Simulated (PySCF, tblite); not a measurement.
# C₅H₅BrS: vibronic structure

Wanted: vibronic structure for C₅H₅BrS (`S=C/C=C\C=C/Br`).

Computed with tblite 0.8.0 and PySCF 2.14.0 and routines of our own; the level stands in each step. Atoms count from 0.

### 1 The starting structure

12 atoms, charge 0, multiplicity 1; geometry from: force field or distance geometry start.

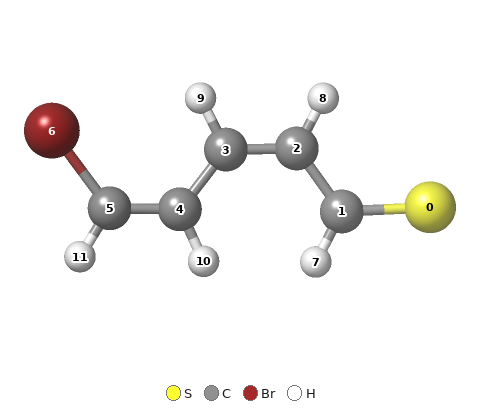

The starting geometry (sulfur yellow, carbon grey, bromine red, hydrogen white).

### 2 Relaxing the molecule with GFN2-xTB

Job settings and geometry (Å):

```
{"job": {"kind": "relax", "xc": "GFN2-xTB", "basis": "xTB"}, "charge": 0, "multiplicity": 1}
S      3.838400    -0.103600    -0.283000
C      2.152500    -0.149900    -0.394900
C      1.256800     0.304000     0.696500
C     -0.094300     0.290000     0.643700
C     -0.945000    -0.188900    -0.414200
C     -2.289000    -0.195900    -0.426000
Br    -3.432000     0.381200     0.911100
H      1.679900    -0.544700    -1.286700
H      1.739000     0.693500     1.586700
H     -0.607900     0.661900     1.541700
H     -0.465800    -0.574000    -1.318300
H     -2.831500    -0.574200    -1.282600
```

On the command line:

```bash
> OMP_NUM_THREADS=1 python excited_run.py task.json out
```

This one command runs all jobs of the session in turn.

Output:

```text
step      E/eV     max force
  0    -557.74092    2.152
  1    -557.85846    0.777
  2    -557.88823    0.525
  3    -557.90211    0.255
  4    -557.90554    0.182
  5    -557.91070    0.176
  6    -557.91427    0.230
  7    -557.91792    0.192
  8    -557.92063    0.142
  9    -557.92250    0.114
 10    -557.92333    0.058
 11    -557.92367    0.055
 12    -557.92389    0.043
 13    -557.92412    0.048
 14    -557.92434    0.048
 15    -557.92455    0.057
 16    -557.92474    0.060
 17    -557.92491    0.041
 18    -557.92501    0.030
 19    -557.92507    0.029
 20    -557.92513    0.025
 21    -557.92521    0.032
 22    -557.92530    0.026
 23    -557.92536    0.016
 24    -557.92538    0.015
 25    -557.92539    0.013
 26    -557.92541    0.011
 27    -557.92543    0.014
 28    -557.92545    0.015
 29    -557.92548    0.013
 30    -557.92550    0.014
 31    -557.92553    0.016
 32    -557.92555    0.013
 33    -557.92557    0.009
```

Run time: 0.35 s. Hardware: 1 thread of Arm Neoverse N1, shared host; peak memory 0.18 GiB.

Step by step: (not every step is listed)

```
step  energy from step 0 (eV)  largest force (eV/Å)
   0                   0.0000                2.1523
   1                  -0.1175                0.7772
   2                  -0.1473                0.5251
   3                  -0.1612                0.2547
   4                  -0.1646                0.1815
   5                  -0.1698                0.1760
   6                  -0.1734                0.2296
   7                  -0.1770                0.1920
   8                  -0.1797                0.1422
  10                  -0.1824                0.0576
  12                  -0.1830                0.0434
  14                  -0.1834                0.0476
  16                  -0.1838                0.0602
  18                  -0.1841                0.0299
  20                  -0.1842                0.0251
  22                  -0.1844                0.0257
  24                  -0.1845                0.0147
  26                  -0.1845                0.0110
  28                  -0.1845                0.0153
  29                  -0.1846                0.0135
  30                  -0.1846                0.0136
  31                  -0.1846                0.0160
  32                  -0.1846                0.0135
  33                  -0.1847                0.0086
```

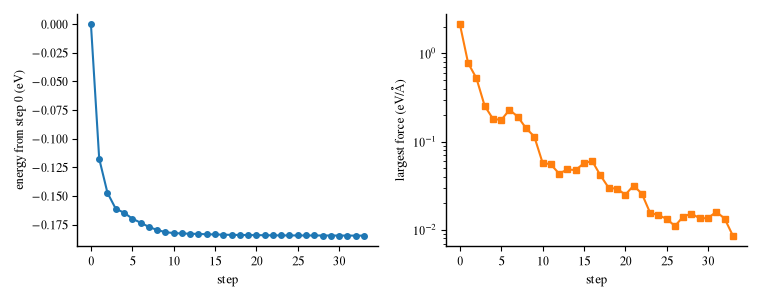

Energy and largest force along the relaxation.

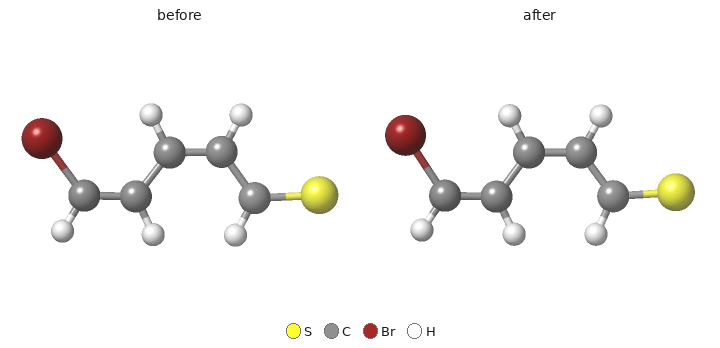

The geometry before (left) and after (right).

Close pairs (by a distance rule), those that changed most:

```
  bond  before (Å)  after (Å)  change (Å)
 C1–C2       1.483      1.416      -0.067
 S0–C1       1.690      1.637      -0.054
C5–Br6       1.851      1.881      +0.030
 C3–H9       1.099      1.083      -0.017
 C3–C4       1.440      1.427      -0.012
C4–H10       1.093      1.081      -0.012
 C2–C3       1.352      1.358      +0.006
 C4–C5       1.344      1.340      -0.004
```

The next job starts from the end point, and lists it.

### 3 Infrared spectrum with GFN2-xTB

Job settings and geometry (Å):

```
{"job": {"kind": "ir", "xc": "GFN2-xTB", "basis": "xTB"}, "charge": 0, "multiplicity": 1}
S      3.748300    -0.079757    -0.232166
C      2.118317    -0.143652    -0.363792
C      1.249255     0.295169     0.664257
C     -0.108464     0.275631     0.635645
C     -0.924052    -0.194874    -0.436900
C     -2.263838    -0.203345    -0.441944
Br    -3.338280     0.408013     0.976360
H      1.697372    -0.541932    -1.280765
H      1.739793     0.680503     1.548599
H     -0.637858     0.647858     1.503550
H     -0.436981    -0.576716    -1.323334
H     -2.842364    -0.567585    -1.275537
```

Output:

```text
mode    cm-1     km/mol
  1      38.4      2.59
  2      98.7      4.20
  3     110.7      1.02
  4     148.7      0.19
  5     269.2      1.85
  6     304.5      6.91
  7     403.4      1.67
  8     447.4      3.15
  9     619.5     26.62
 10     692.4      9.70
 11     727.8     28.15
 12     792.1      0.02
 13     826.7      1.57
 14     875.4      5.04
 15     954.5      0.19
 16     986.1      1.70
 17    1080.7     16.76
 18    1171.4     10.72
 19    1209.3      3.67
 20    1226.4     88.67
 21    1274.4     13.61
 22    1293.4     14.33
 23    1392.8     91.86
 24    1549.5    155.46
 25    1579.2     61.76
 26    2998.2     14.63
 27    3058.3      6.75
 28    3071.1      0.35
 29    3077.6     16.09
 30    3091.8     17.07
```

Run time: 0.64 s. Hardware: 1 thread of Arm Neoverse N1, shared host; peak memory 0.18 GiB.

Which atoms move in the most intense modes:

```
cm⁻¹  km/mol                                atoms
 620    26.6                     C5 46 %, C3 16 %
 728    28.1          H11 54 %, C5 15 %, H10 11 %
1081    16.8  C1 20 %, C4 17 %, H11 17 %, C3 16 %
1226    88.7            H8 32 %, H7 28 %, C1 18 %
1393    91.9   H8 22 %, C2 19 %, C3 16 %, H9 15 %
1550   155.5                     C3 48 %, C2 35 %
1579    61.8                     C4 48 %, C5 36 %
3092    17.1                             H11 82 %
```

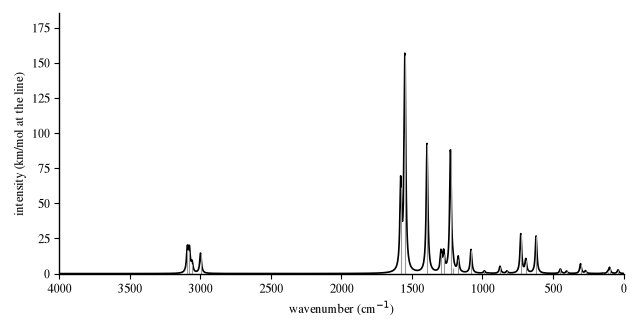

The infrared spectrum from these modes, unscaled. Lines are broadened to a width of 14 cm⁻¹ (Lorentzian).

### 4 Vibronic structure: TDDFT BHandHLYP/cc-pVDZ

Settings changed since step 3:

```diff
@@ -1,2 +1,2 @@
-{"job": {"kind": "ir", "xc": "GFN2-xTB", "basis": "xTB"}, "charge": 0, "multiplicity": 1}
+{"job": {"kind": "vib", "xc": "BHandHLYP", "basis": "cc-pVDZ", "tda": false}, "charge": 0, "multiplicity": 1}
 S      3.748300    -0.079757    -0.232166
```

Method: TDDFT BHandHLYP/cc-pVDZ vertical-gradient vibronic structure (displaced harmonic oscillators, Condon), gas phase.

Output:

```text
final grid: 51912 points
cycle   1  E = -3165.6070531240  dE =  2.006e-01  |g| = 4.145e-01  |ddm| = 6.494e+00
cycle   2  E = -3165.5719781240  dE =  3.508e-02  |g| = 5.823e-01  |ddm| = 1.945e+00
cycle   3  E = -3165.6772734051  dE = -1.053e-01  |g| = 4.320e-02  |ddm| = 1.102e+00
cycle   4  E = -3165.6779517538  dE = -6.783e-04  |g| = 3.019e-02  |ddm| = 1.561e-01
cycle   5  E = -3165.6782109843  dE = -2.592e-04  |g| = 1.194e-02  |ddm| = 6.760e-02
cycle   6  E = -3165.6782564698  dE = -4.549e-05  |g| = 2.725e-03  |ddm| = 2.427e-02
cycle   7  E = -3165.6782605712  dE = -4.101e-06  |g| = 1.592e-03  |ddm| = 1.014e-02
cycle   8  E = -3165.6782614332  dE = -8.620e-07  |g| = 5.392e-04  |ddm| = 3.703e-03
cycle   9  E = -3165.6782615342  dE = -1.010e-07  |g| = 1.649e-04  |ddm| = 1.271e-03
cycle  10  E = -3165.6782615421  dE = -7.897e-09  |g| = 3.705e-05  |ddm| = 4.255e-04
cycle  11  E = -3165.6782615425  dE = -4.197e-10  |g| = 1.122e-05  |ddm| = 9.306e-05
converged SCF energy = -3165.6782615425

Singlet excitations (eV, f): 2.135 (0.0000)  4.062 (0.9104)  5.518 (0.0653)  5.667 (0.0003)  5.764 (0.0000)  6.083 (0.0002)

State S1  2.1347 eV  f = 0.00002  H->L 0.93
  relaxed dipole 1.640 D, largest gradient of the excitation energy 0.0589 Eh/bohr
  mode    cm-1        S   lambda/meV  Raman
   17   1080.7    0.1719      23.0   0.752
   23   1392.8    0.1276      22.0   0.926
   24   1549.5    0.1113      21.4   1.000
   18   1171.4    0.1427      20.7   0.733
   20   1226.4    0.1200      18.3   0.676
   22   1293.4    0.0595       9.5   0.372
    8    447.4    0.1706       9.5   0.128
   16    986.1    0.0405       5.0   0.147
    9    619.5    0.0494       3.8   0.071
    4    148.7    0.1701       3.1   0.014
   21   1274.4    0.0122       1.9   0.074
   25   1579.2    0.0090       1.8   0.084
  reorganisation energy 0.1424 eV, total S 1.234, 0-0 1.9923 eV
  absorption maximum 1.994 eV, width 0.202 eV

State S2  4.0615 eV  f = 0.91039  H-1->L 0.98
  relaxed dipole 6.060 D, largest gradient of the excitation energy 0.0672 Eh/bohr
  mode    cm-1        S   lambda/meV  Raman
   24   1549.5    0.7191     138.2   1.000
    8    447.4    0.8716      48.3   0.101
   17   1080.7    0.1952      26.2   0.132
   18   1171.4    0.1662      24.1   0.132
   23   1392.8    0.0965      16.7   0.108
   25   1579.2    0.0752      14.7   0.109
   20   1226.4    0.0902      13.7   0.079
   16    986.1    0.1091      13.3   0.061
   21   1274.4    0.0639      10.1   0.060
    4    148.7    0.2981       5.5   0.004
    6    304.5    0.1264       4.8   0.007
   10    692.4    0.0360       3.1   0.010
  reorganisation energy 0.3233 eV, total S 2.897, 0-0 3.7383 eV
  absorption maximum 3.936 eV, width 0.510 eV

State S3  5.5183 eV  f = 0.06532  H-2->L 0.93
  relaxed dipole 5.748 D, largest gradient of the excitation energy 0.0858 Eh/bohr
  mode    cm-1        S   lambda/meV  Raman
   18   1171.4    0.5209      75.6   0.905
   24   1549.5    0.3290      63.2   1.000
    8    447.4    1.1231      62.3   0.285
   16    986.1    0.4023      49.2   0.495
   17   1080.7    0.3503      46.9   0.518
   23   1392.8    0.2540      43.9   0.624
   20   1226.4    0.1762      26.8   0.336
    9    619.5    0.1484      11.4   0.072
   21   1274.4    0.0662      10.5   0.136
    6    304.5    0.1930       7.3   0.023
   19   1209.3    0.0248       3.7   0.046
   10    692.4    0.0396       3.4   0.024
  reorganisation energy 0.4093 eV, total S 3.672, 0-0 5.1090 eV
  absorption maximum 5.437 eV, width 0.542 eV

State T1  1.6600 eV  f = 0.00000  H->L 0.91
  relaxed dipole 2.149 D, largest gradient of the excitation energy 0.0557 Eh/bohr
  mode    cm-1        S   lambda/meV  Raman
   23   1392.8    0.1217      21.0   1.000
   17   1080.7    0.1332      17.8   0.659
   24   1549.5    0.0829      15.9   0.843
   20   1226.4    0.1046      15.9   0.666
   18   1171.4    0.1061      15.4   0.617
   22   1293.4    0.0760      12.2   0.538
    8    447.4    0.1606       8.9   0.136
    9    619.5    0.0613       4.7   0.100
   16    986.1    0.0345       4.2   0.142
    4    148.7    0.1870       3.4   0.018
   25   1579.2    0.0089       1.7   0.094
   21   1274.4    0.0080       1.3   0.055
  reorganisation energy 0.1238 eV, total S 1.099, 0-0 1.5361 eV
  absorption maximum 1.538 eV, width 0.192 eV
```

It took 71 s on 1 thread of Arm Neoverse N1, shared host; peak memory 0.86 GiB.

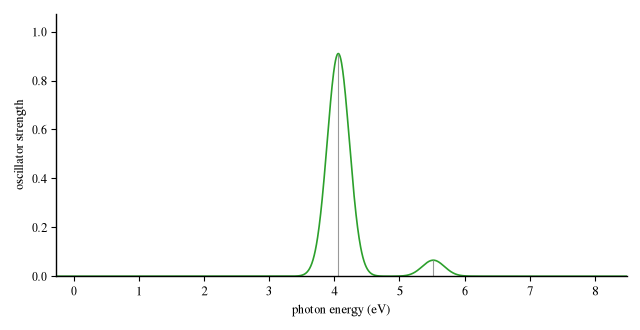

Absorption lines of the singlets. Lines are broadened to a width of 0.40 eV (Gaussian).

### 5 Summary of results

```
                                                                                         quantity                     value
                                                        strongest single infrared mode (GFN2-xTB)     1550 cm⁻¹, 155 km/mol
                                                                     zero-point energy (GFN2-xTB)             50.6 kcal/mol
S1: vertical, reorganisation, 0-0, total S (step 4, TDDFT BHandHLYP/cc-pVDZ, modes from GFN2-xTB)  2.13, 0.14, 1.99 eV; 1.2
S2: vertical, reorganisation, 0-0, total S (step 4, TDDFT BHandHLYP/cc-pVDZ, modes from GFN2-xTB)  4.06, 0.32, 3.74 eV; 2.9
S3: vertical, reorganisation, 0-0, total S (step 4, TDDFT BHandHLYP/cc-pVDZ, modes from GFN2-xTB)  5.52, 0.41, 5.11 eV; 3.7
```

No mode is imaginary among the 30: a minimum at this level. The strongest single mode, at 1550 cm⁻¹, moves mainly C3 and C2. Unscaled tight-binding wavenumbers are off by several per cent, some by more. Its intensities can rank the bands wrongly. Steps that list no spin-orbit terms leave them out, which matters at and beside the heavy atoms. The vibronic model keeps the ground-state modes (from xTB) and shifts them along the gradient alone, so it can miss much of the relaxation that a full optimisation finds.
